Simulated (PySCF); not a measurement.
**CdN2H6Cl2 (CdCl2(NH3)2) at 6 levels**

We compute a comparison of 6 runs (HF/STO-3G, HF/3-21G, PBE0/3-21G, CAM-B3LYP/def2-SVP, M06-2X/def2-SVP, PBE0/def2-SVP) of CdN2H6Cl2 (CdCl2(NH3)2). 

The results are computed with PySCF 2.14.0.

1 further run of the same task is left out (set aside as unsound or not needed).

### Step 1. The system as given

CdN2H6Cl2: 11 atoms, total charge 0, spin state singlet. SMILES: `[NH3]->[Cd](<-[NH3])([Cl])[Cl]`. Geometry: a GFN2-xTB relaxation, a rough one for these elements and not checked as a minimum.

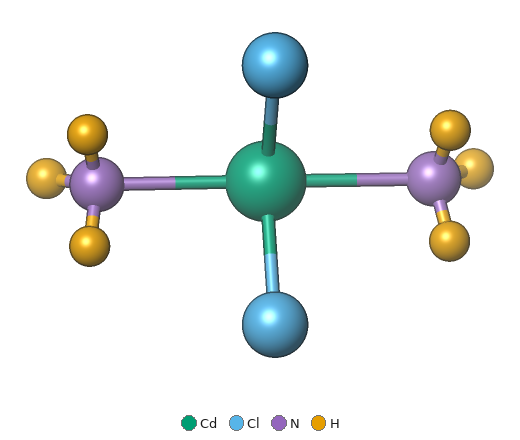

Viewed from a chosen angle; cadmium teal, chlorine blue, nitrogen purple, hydrogen amber.

### Step 2. Energy and gradient at HF/STO-3G (run 1)

The input, calc.py:

```python
import pyscf.grad
from pyscf import gto, scf

mol = gto.Mole()
mol.atom = '''
Cd    -0.401812    -0.005405    -0.272461
Cl    -0.636290     0.047942     4.092315
Cl     3.750237     0.007861    -1.650014
N     -0.519183     4.653073    -0.429591
H     -0.547227     5.020794     1.460021
H     -1.705931     5.885495    -1.301889
H      1.269235     4.989992    -1.056546
N     -0.449755    -4.669702    -0.318135
H     -1.580926    -5.930490    -1.222558
H     -0.545186    -5.019566     1.573103
H      1.366839    -4.980014    -0.874225
'''
mol.charge = 0
mol.verbose = 3
mol.spin = 0
mol.unit = 'bohr'
mol.max_memory = 1860
mol.basis = 'sto-3g'
mol.build()

mf = scf.RHF(mol)
mf.conv_tol = 1e-10
mf.kernel()
if not mf.converged:
    mf = mf.newton().run(mf.mo_coeff, mf.mo_occ)

energy = mf.e_tot
print(f'total energy: {energy:.8f} hartree')
grad = mf.Gradients().kernel()
mf.analyze()
```

On the command line:

```bash
OMP_NUM_THREADS=1 python calc.py
```

The program printed:

```text
converged SCF energy = -6431.92788119425
total energy: -6431.92788119 hartree
--------------- RHF gradients ---------------
         x                y                z
0 Cd    -0.0174946619    -0.0001681990    -0.0130742197
1 Cl     0.0110133243     0.0000584064    -0.0013405631
2 Cl     0.0015455452     0.0001309917     0.0109607851
3 N     0.0049381050     0.0433730933     0.0030644240
4 H    -0.0008830511    -0.0061731004    -0.0098756401
5 H     0.0082940582    -0.0097054916     0.0059643688
6 H    -0.0100815573    -0.0060208396     0.0022941491
7 N     0.0057691890    -0.0433421086     0.0036583418
8 H     0.0078767571     0.0100963607     0.0062847609
9 H    -0.0008164491     0.0058342922    -0.0096912570
10 H    -0.0101612594     0.0059165949     0.0017548504
----------------------------------------------
**** MO energy ****
MO #1   energy= -945.046407318181  occ= 2
MO #2   energy= -139.00667692796   occ= 2
MO #3   energy= -131.211182069236  occ= 2
MO #4   energy= -131.210493949015  occ= 2
MO #5   energy= -131.209750983087  occ= 2
MO #6   energy= -103.462563215042  occ= 2
MO #7   energy= -103.462015594487  occ= 2
MO #8   energy= -26.2034542315129  occ= 2
MO #9   energy= -23.2035134927154  occ= 2
MO #10  energy= -23.2010892141073  occ= 2
MO #11  energy= -23.1998489778341  occ= 2
MO #12  energy= -15.4003674428921  occ= 2
MO #13  energy= -15.4002609886434  occ= 2
MO #14  energy= -15.2774478920259  occ= 2
MO #15  energy= -15.2773046584315  occ= 2
MO #16  energy= -15.2752479656356  occ= 2
MO #17  energy= -15.2740515525958  occ= 2
MO #18  energy= -15.2736469412398  occ= 2
MO #19  energy= -10.1660176821617  occ= 2
MO #20  energy= -10.1655369168487  occ= 2
MO #21  energy= -7.60824017305225  occ= 2
MO #22  energy= -7.6077650950829   occ= 2
MO #23  energy= -7.60566301445434  occ= 2
MO #24  energy= -7.60550498427209  occ= 2
MO #25  energy= -7.60522182596778  occ= 2
MO #26  energy= -7.6050687207383   occ= 2
MO #27  energy= -3.98457659973322  occ= 2
MO #28  energy= -2.79629646813333  occ= 2
MO #29  energy= -2.79495181984292  occ= 2
MO #30  energy= -2.79245358734586  occ= 2
MO #31  energy= -1.15881927744395  occ= 2
MO #32  energy= -1.15821155225019  occ= 2
MO #33  energy= -0.864729201668237 occ= 2
MO #34  energy= -0.860088799001945 occ= 2
MO #35  energy= -0.647474788972962 occ= 2
MO #36  energy= -0.647372615592413 occ= 2
MO #37  energy= -0.640686007510033 occ= 2
MO #38  energy= -0.639229884168641 occ= 2
MO #39  energy= -0.48240116279337  occ= 2
MO #40  energy= -0.45661124553597  occ= 2
MO #41  energy= -0.423340251753279 occ= 2
MO #42  energy= -0.412454031532987 occ= 2
MO #43  energy= -0.404089575640938 occ= 2
MO #44  energy= -0.402522656686737 occ= 2
MO #45  energy= -0.39732378583752  occ= 2
MO #46  energy= -0.295479998048235 occ= 2
MO #47  energy= -0.286744079118033 occ= 2
MO #48  energy= -0.281091363515845 occ= 2
MO #49  energy= -0.271731905109662 occ= 2
MO #50  energy= -0.26366834658407  occ= 2
MO #51  energy= -0.250859820786163 occ= 2
MO #52  energy= 0.234680733433035  occ= 0
MO #53  energy= 0.486434244626569  occ= 0
MO #54  energy= 0.524425138381495  occ= 0
MO #55  energy= 0.544560172319074  occ= 0
MO #56  energy= 0.594798001765051  occ= 0
MO #57  energy= 0.606991891428778  occ= 0
MO #58  energy= 0.661847741014906  occ= 0
MO #59  energy= 0.661970566389776  occ= 0
MO #60  energy= 0.667464016411614  occ= 0
MO #61  energy= 0.669453146155155  occ= 0
 ** Mulliken atomic charges  **
charge of    0Cd =      1.26766
charge of    1Cl =     -0.73140
charge of    2Cl =     -0.73272
charge of    3N =     -0.35013
charge of    4H =      0.15603
charge of    5H =      0.13644
charge of    6H =      0.15584
charge of    7N =     -0.34994
charge of    8H =      0.13634
charge of    9H =      0.15552
charge of   10H =      0.15636
Dipole moment(X, Y, Z, Debye): -5.87841, -0.10527, -4.55752
```

Run time: 8.1 s. Hardware: 1 thread of Intel Xeon at 2.70GHz, shared host; peak memory 0.13 GiB.

### Step 3. Energy and gradient at HF/3-21G (run 2)

The input, input.py:

```python
# CdCl2(NH3)2
from pyscf import gto

system = gto.M(
    atom='''
Cd    -0.401812    -0.005405    -0.272461
Cl    -0.636290     0.047942     4.092315
Cl     3.750237     0.007861    -1.650014
N     -0.519183     4.653073    -0.429591
H     -0.547227     5.020794     1.460021
H     -1.705931     5.885495    -1.301889
H      1.269235     4.989992    -1.056546
N     -0.449755    -4.669702    -0.318135
H     -1.580926    -5.930490    -1.222558
H     -0.545186    -5.019566     1.573103
H      1.366839    -4.980014    -0.874225
''',
    verbose=4,
    spin=0,
    unit='bohr',
    max_memory=1860,
    basis='3-21g',
)

hf = system.RHF()
hf.conv_tol = 1e-10
hf.kernel()
if not hf.converged:
    hf = hf.newton().run(hf.mo_coeff, hf.mo_occ)

etot = hf.e_tot
print(f'total energy: {etot:.8f} hartree')
grad = hf.nuc_grad_method().kernel()
dip = hf.dip_moment()
pop, q = hf.mulliken_pop()
```

On the command line:

```bash
OMP_NUM_THREADS=1 python input.py
```

The program printed:

```text
PySCF version 2.14.0

[... 65 lines left out ...]
converged SCF energy = -6466.38098180338
total energy: -6466.38098180 hartree
[... 11 lines left out ...]
Dipole moment(X, Y, Z, Debye): -5.97589, -0.10801, -4.64381
[... 65 lines left out ...]
pop of  3 N 3s            1.36560
pop of  3 N 2px           0.57311
pop of  3 N 2py           0.67684
pop of  3 N 2pz           0.57031
pop of  3 N 3px           0.70578
pop of  3 N 3py           0.96364
pop of  3 N 3pz           0.69780
pop of  4 H 1s            0.43454
pop of  4 H 2s            0.18806
pop of  5 H 1s            0.44556
pop of  5 H 2s            0.21343
pop of  6 H 1s            0.43478
pop of  6 H 2s            0.18812
pop of  7 N 1s            1.98717
pop of  7 N 2s            0.36602
pop of  7 N 3s            1.36540
pop of  7 N 2px           0.57421
pop of  7 N 2py           0.67526
pop of  7 N 2pz           0.57076
pop of  7 N 3px           0.70858
pop of  7 N 3py           0.95929
pop of  7 N 3pz           0.69924
pop of  8 H 1s            0.44571
pop of  8 H 2s            0.21340
pop of  9 H 1s            0.43466
pop of  9 H 2s            0.18890
pop of  10 H 1s           0.43447
pop of  10 H 2s           0.18762
 ** Mulliken atomic charges  **
charge of    0Cd =      0.91386
charge of    1Cl =     -0.64513
charge of    2Cl =     -0.64731
charge of    3N =     -0.90627
charge of    4H =      0.37740
charge of    5H =      0.34101
charge of    6H =      0.37711
charge of    7N =     -0.90593
charge of    8H =      0.34089
charge of    9H =      0.37644
charge of   10H =      0.37791
```

Run time: 8.4 s. Hardware: 1 thread of Intel Xeon at 2.70GHz, shared host; peak memory 0.19 GiB.

Run 3 isn't shown in full; the table further down has it.

### Step 4. Energy and gradient at CAM-B3LYP/def2-SVP (core potential) (run 4)

The input, input.py:

```python
from pyscf import gto, dft

molecule = gto.M(
    atom='''
Cd    -0.401812    -0.005405    -0.272461
Cl    -0.636290     0.047942     4.092315
Cl     3.750237     0.007861    -1.650014
N     -0.519183     4.653073    -0.429591
H     -0.547227     5.020794     1.460021
H     -1.705931     5.885495    -1.301889
H      1.269235     4.989992    -1.056546
N     -0.449755    -4.669702    -0.318135
H     -1.580926    -5.930490    -1.222558
H     -0.545186    -5.019566     1.573103
H      1.366839    -4.980014    -0.874225
''',
    spin=0,
    verbose=4,
    basis='def2-svp',
    ecp={'Cd': 'def2-svp'},
    unit='bohr',
    max_memory=1860,
)

mf = dft.RKS(molecule, xc='cam-b3lyp')
mf.grids.level = 5
mf.conv_tol = 1e-10
mf.kernel()
if not mf.converged:
    mf = mf.newton().run(mf.mo_coeff, mf.mo_occ)

e_tot = mf.e_tot
print('E = %.10f Eh' % e_tot)
grad = mf.nuc_grad_method().kernel()
mf.analyze()
```

On the command line:

```bash
OMP_NUM_THREADS=1 python input.py
```

The program printed:

```text
PySCF version 2.14.0

[... 112 lines left out ...]
MO #5   energy= -9.43817500160518  occ= 2
[... 11 lines left out ...]
MO #17  energy= -0.968395429162992 occ= 2
[... 11 lines left out ...]
MO #29  energy= -0.561429397258437 occ= 2
[... 11 lines left out ...]
MO #41  energy= 0.103509416425047  occ= 0
[... 11 lines left out ...]
MO #53  energy= 0.50275500196364   occ= 0
[... 11 lines left out ...]
MO #65  energy= 0.850112911137234  occ= 0
[... 11 lines left out ...]
MO #77  energy= 0.992961170727145  occ= 0
[... 11 lines left out ...]
MO #89  energy= 1.34186018354144   occ= 0
[... 11 lines left out ...]
MO #101 energy= 2.14468045619998   occ= 0
[... 11 lines left out ...]
MO #113 energy= 2.80602874921491   occ= 0
[... 11 lines left out ...]
MO #125 energy= 56.3882737486211   occ= 0
[... 100 lines left out ...]
pop of  7 N 3s            0.02011
pop of  7 N 2px           1.28056
pop of  7 N 2py           1.64743
pop of  7 N 2pz           1.26650
pop of  7 N 3px           0.00585
pop of  7 N 3py           0.04707
pop of  7 N 3pz           0.01624
pop of  7 N 3dxy          0.00163
pop of  7 N 3dyz          0.00188
pop of  7 N 3dz^2         0.00234
pop of  7 N 3dxz          0.00041
pop of  7 N 3dx2-y2       0.00321
pop of  8 H 1s            0.76961
pop of  8 H 2s            0.01023
pop of  8 H 2px           0.00147
pop of  8 H 2py           0.00175
pop of  8 H 2pz           0.00101
pop of  9 H 1s            0.75470
pop of  9 H 2s            0.01697
pop of  9 H 2px           0.00024
pop of  9 H 2py           0.00206
pop of  9 H 2pz           0.00155
pop of  10 H 1s           0.75470
pop of  10 H 2s           0.01488
pop of  10 H 2px          0.00141
pop of  10 H 2py          0.00185
pop of  10 H 2pz          0.00051
 ** Mulliken atomic charges  **
charge of    0Cd =      1.44327
charge of    1Cl =     -0.75361
charge of    2Cl =     -0.75565
charge of    3N =     -0.63418
charge of    4H =      0.22466
charge of    5H =      0.21605
charge of    6H =      0.22627
charge of    7N =     -0.63388
charge of    8H =      0.21594
charge of    9H =      0.22448
charge of   10H =      0.22665
Dipole moment(X, Y, Z, Debye): -4.08977, -0.07572, -3.18711
```

Wall time 1.8 min (1 thread of Intel Xeon at 2.70GHz, shared host); peak memory 1.3 GiB.

Run 5 isn't shown in full; the table further down has it.

### Step 5. Energy and gradient at PBE0/def2-SVP (core potential) (run 6)

The input, run.py:

```python
from pyscf import gto, dft

system = gto.Mole()
system.atom = '''
Cd    -0.401812    -0.005405    -0.272461
Cl    -0.636290     0.047942     4.092315
Cl     3.750237     0.007861    -1.650014
N     -0.519183     4.653073    -0.429591
H     -0.547227     5.020794     1.460021
H     -1.705931     5.885495    -1.301889
H      1.269235     4.989992    -1.056546
N     -0.449755    -4.669702    -0.318135
H     -1.580926    -5.930490    -1.222558
H     -0.545186    -5.019566     1.573103
H      1.366839    -4.980014    -0.874225
'''
system.spin = 0
system.verbose = 3
system.charge = 0
system.max_memory = 1860
system.ecp = {'Cd': 'def2-svp'}
system.basis = 'def2-svp'
system.unit = 'bohr'
system.build()

calc0 = dft.RKS(system)
calc0.xc = 'pbe0'
calc0.conv_tol = 1e-10
calc0.grids.level = 5
calc0.kernel()
if not calc0.converged:
    calc0 = calc0.newton().run(calc0.mo_coeff, calc0.mo_occ)

e_final = calc0.e_tot
print('E = %.10f Eh' % e_final)
grad = calc0.nuc_grad_method().kernel()
calc0.analyze()
```

On the command line:

```bash
OMP_NUM_THREADS=1 python run.py
```

The program printed:

```text
converged SCF energy = -1200.54867882864
[... 13 lines left out ...]
MO #4   energy= -14.4266485964255  occ= 2
[... 10 lines left out ...]
MO #15  energy= -2.69724384665495  occ= 2
[... 10 lines left out ...]
MO #26  energy= -0.517436702709795 occ= 2
[... 10 lines left out ...]
MO #37  energy= -0.25288897278832  occ= 2
[... 10 lines left out ...]
MO #48  energy= 0.182750546345571  occ= 0
[... 10 lines left out ...]
MO #59  energy= 0.614372903531455  occ= 0
[... 10 lines left out ...]
MO #70  energy= 0.861710323873609  occ= 0
[... 10 lines left out ...]
MO #81  energy= 1.0259857189737    occ= 0
[... 10 lines left out ...]
MO #92  energy= 1.39158556477056   occ= 0
[... 10 lines left out ...]
MO #103 energy= 2.09436655336379   occ= 0
[... 10 lines left out ...]
MO #114 energy= 2.76968471398405   occ= 0
[... 10 lines left out ...]
MO #125 energy= 56.775396939221    occ= 0
[... 12 lines left out ...]
Dipole moment(X, Y, Z, Debye): -4.10101, -0.07600, -3.19578
```

Run time: 81 s. Hardware: 1 thread of Intel Xeon at 2.70GHz, shared host; peak memory 1.3 GiB.

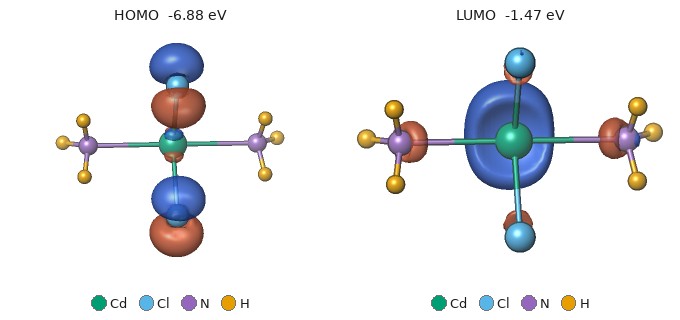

Frontier orbitals of this run, surfaces at ±0.2 Å^-3/2.

### Step 6. The series

```csv
run,level,integration grid,core potential,energy (Eh),dipole moment (D),HOMO energy (eV),LUMO energy (eV),wall time
1,HF/STO-3G,–,–,-6431.927881,7.44,-6.83,6.39,8.1 s
2,HF/3-21G,–,–,-6466.380982,7.57,-10.13,0.85,8.4 s
3,PBE0/3-21G,5,–,-6470.139607,6.49,-6.95,-1.35,38 s
4,CAM-B3LYP/def2-SVP (core potential),5,def2-svp,-1200.924591,5.19,-8.14,-0.60,1.8 min
5,M06-2X/def2-SVP (core potential),5,def2-svp,-1200.838477,5.54,-8.19,-0.84,97 s
6,PBE0/def2-SVP (core potential),5,def2-svp,-1200.548679,5.20,-6.88,-1.47,81 s
```

### Step 7. Results

| quantity | value |
| --- | --- |
| run 6: total energy | -1200.54868 Eh |
| run 6: dipole moment | 5.20 D |
| run 6: HOMO energy | -6.88 eV |
| run 6: LUMO energy | -1.47 eV |
| run 6: HOMO–LUMO gap | 5.41 eV |
| run 6: largest force on an atom | 1.364 eV/Å |

**Reading.** The dipole moment (its size) runs from 5.19 D (CAM-B3LYP/def2-SVP) to 7.57 D (HF/3-21G). The two ends differ in method and basis and core potential. The HOMO–LUMO gap runs from 5.41 eV (PBE0/def2-SVP) to 13.21 eV (HF/STO-3G). Totals of different functionals can't be ranked against each other. Some runs of one species differ in core potentials or relativity; totals across that change don't compare. In run 1 the basis is minimal, so the values are rough. In runs 1, 2, 3 relativity is left out where basis or elements ask for it. All runs together took 5.7 min, the longest 1.8 min.
